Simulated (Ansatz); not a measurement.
C₂H₄BrFO: several calculations on one system

**1. Relaxation**

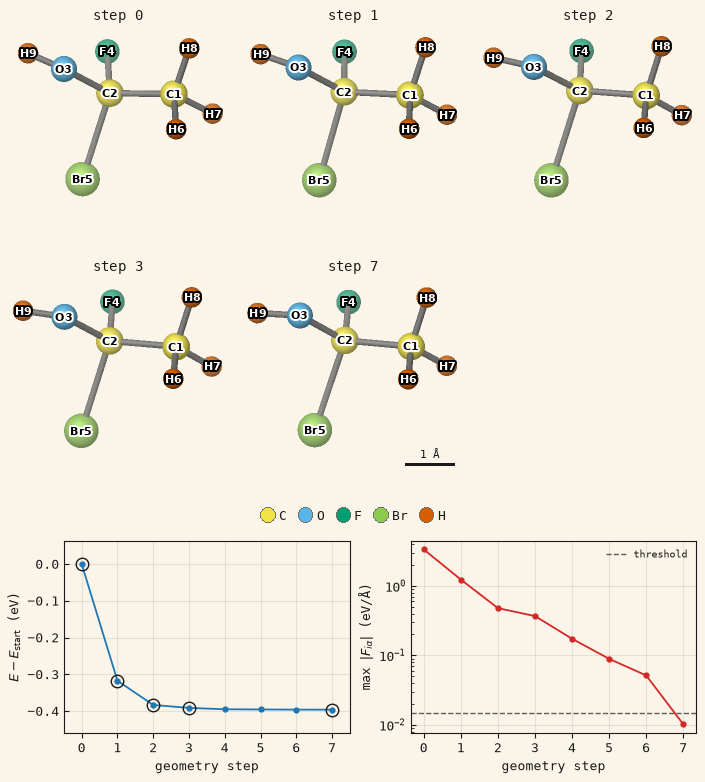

Frames of a relaxation of C2H4BrFO, marked on the history of the run. The picture is a ball-and-stick view, seen at a tilt.

The run prepares an end point of a later path (torsion) calculation, from a guessed geometry.

Computed with RKS PBE-D4/def2-mTZVP (Ansatz 0.2.0).

Input
```yaml
crystal:
  periodic: [false, false, false]
  atoms:
    - { symbol: C, position_ang: [-0.9088, 0.1886, 0.3966] }
    - { symbol: C, position_ang: [0.3288, -0.1168, -0.3189] }
    - { symbol: O, position_ang: [1.3538, -0.2547, 0.5918] }
    - { symbol: F, position_ang: [0.2915, -1.3018, -0.9397] }
    - { symbol: Br, position_ang: [0.8013, 1.2398, -1.6305] }
    - { symbol: H, position_ang: [-0.8768, 1.193, 0.9338] }
    - { symbol: H, position_ang: [-1.7643, 0.3084, -0.317] }
    - { symbol: H, position_ang: [-1.1726, -0.5264, 1.1076] }
    - { symbol: H, position_ang: [2.0357, -0.7762, 0.1592] }
basis:
  gaussian: { orbitals: def2-mTZVP }
hamiltonian:
  xc: pbe
  dispersion: d4
relax:
  f_tol: 0.015
  max_steps: 40
```

Command:
```bash
ansatz run input.yaml --threads 2 --pin off --max-ram 3072MiB --backend cpu --events-out ev --progress --plain --runs-dir out
```

What happens along the run?

Over 7 geometry steps the energy falls by 0.396 eV. The largest force component goes from 3.4 to 0.01 eV/Å. H9 moves most after the best rigid fit: 0.23 Å. Largest moves by element: H 0.23 Å, F 0.16 Å, O 0.09 Å, C 0.08 Å, Br 0.06 Å. Near-neighbour distances that change, for instance: C2–Br5 1.945 → 2.047 Å, C1–H8 1.042 → 1.100 Å, C2–F4 1.338 → 1.389 Å, C1–H6 1.139 → 1.096 Å. Bond angles that change, for instance: O3–C2–F4 103.8° → 110.6°, H6–C1–H7 103.1° → 109.5°, C2–C1–H8 113.9° → 108.3°. Groups turn about C2–O3 by about 20°. From step 0 to 1: H9 moves most (0.07 Å), energy −0.317 eV. From step 1 to 2: H9 moves most (0.08 Å), energy −0.066 eV. From step 2 to 3: H9 moves most (0.04 Å), energy −0.008 eV. From step 3 to 7: H9 moves most (0.05 Å), energy −0.005 eV.

```csv
step,"E − E(0), eV","largest force component, eV/Å"
0,0.0000,3.3547
1,-0.3174,1.2376
2,-0.3833,0.4790
3,-0.3913,0.3688
4,-0.3950,0.1735
5,-0.3955,0.0892
6,-0.3960,0.0514
7,-0.3961,0.0102
```

**2. Relaxation**

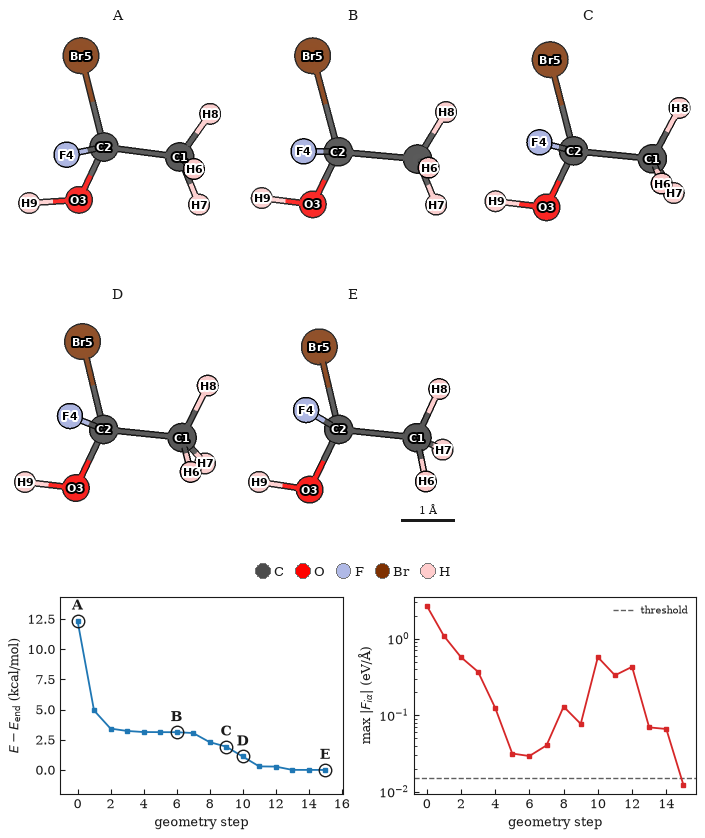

Frames of a relaxation of C2H4BrFO, marked on the history of the run. The picture is a ball-and-stick view, seen at a tilt.

The run prepares an end point of a later path (torsion) calculation, from a guessed geometry.

All numbers below come from RKS PBE-D4/def2-mTZVP (Ansatz). Settings: no spin polarisation; force threshold 0.015 eV/Å; at most 40 steps.

What happens along the run?

Answer. The atom that moves furthest after the best rigid fit is H7 (0.77 Å). Largest moves by element: H 0.77 Å, Br 0.53 Å, F 0.46 Å, O 0.41 Å, C 0.07 Å. Some distances before and after: C2–Br5 1.945 → 2.048 Å, C1–H8 1.042 → 1.095 Å, C2–F4 1.338 → 1.389 Å, C1–C2 1.462 → 1.505 Å. Bond angles that change, for instance: O3–C2–F4 103.8° → 110.6°, H6–C1–H7 103.1° → 109.3°, C2–C1–H6 113.0° → 108.4°. Groups turn about C1–C2 by about 60°, C2–O3 by about 20°. The energy falls by 12.4 kcal/mol in 15 geometry steps. The largest force component goes from 2.7 to 0.012 eV/Å. Cost: 35 s on 2 threads of Intel(R) Xeon(R) Platinum 8488C (Sapphire Rapids) (shared host), peak memory 0.2 GiB. From step 0 to 6: H9 moves most (0.22 Å), energy −9.24 kcal/mol. From step 6 to 9: H atoms move most (0.32 Å), energy −1.19 kcal/mol. From step 9 to 10: H atoms move most (0.20 Å), energy −0.82 kcal/mol. From step 10 to 15: H atoms move most (0.26 Å), energy −1.11 kcal/mol.

| step | E − E(0), kcal/mol | largest force component, eV/Å |
| --- | --- | --- |
| 0 | 0.00 | 2.6919 |
| 1 | -7.44 | 1.0872 |
| 2 | -8.94 | 0.5724 |
| 3 | -9.13 | 0.3685 |
| 4 | -9.22 | 0.1246 |
| 5 | -9.23 | 0.0314 |
| 6 | -9.24 | 0.0292 |
| 7 | -9.31 | 0.0402 |
| 8 | -10.06 | 0.1290 |
| 9 | -10.43 | 0.0768 |
| 10 | -11.25 | 0.5725 |
| 11 | -12.07 | 0.3313 |
| 12 | -12.09 | 0.4280 |
| 13 | -12.36 | 0.0691 |
| 14 | -12.36 | 0.0659 |
| 15 | -12.36 | 0.0123 |

**3. Path**

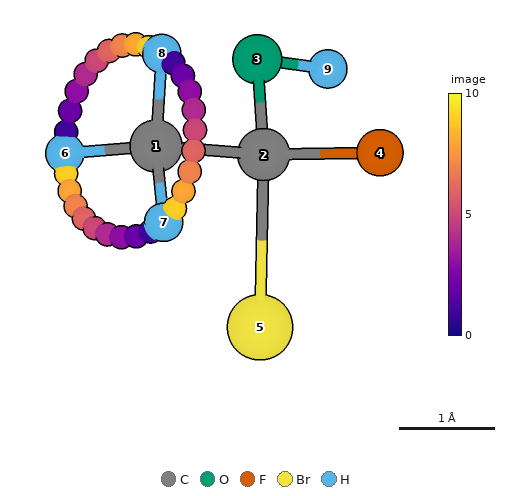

NEB run on C2H4BrFO. Images are numbered from 0 (start) to 10 (end). The start is drawn whole; smaller spheres mark the moving atoms (H) in the later images, joined by lines and coloured by the number of the image. Style: ball-and-stick. Shown from a free direction.

These are results of Ansatz 0.2.0, RKS PBE-D4/def2-mTZVP, not measurements. Set-up: 9 movable images; climbing image; force threshold 0.05 eV/Å; iteration limit 60; starting path by image-dependent pair potential.

**What moves, how far, and at what cost in energy?**

The motion is a rotation about the C1–C2 bond by about 120°. No bond forms or breaks between the ends. The two ends have the same energy, and the highest point, image 5, lies 3.13 kcal/mol above the start. The band converged in 4 iterations. The largest component of the band force went from 0.82 to 0.024 eV/Å. The climbing image converged on the top of the path. Its vibrational analysis gives one imaginary mode (230i cm⁻¹), as a transition state must have.

The run took 85 s on 2 threads of Intel(R) Xeon(R) Platinum 8488C (Sapphire Rapids), on a shared host, peak memory 0.2 GiB.
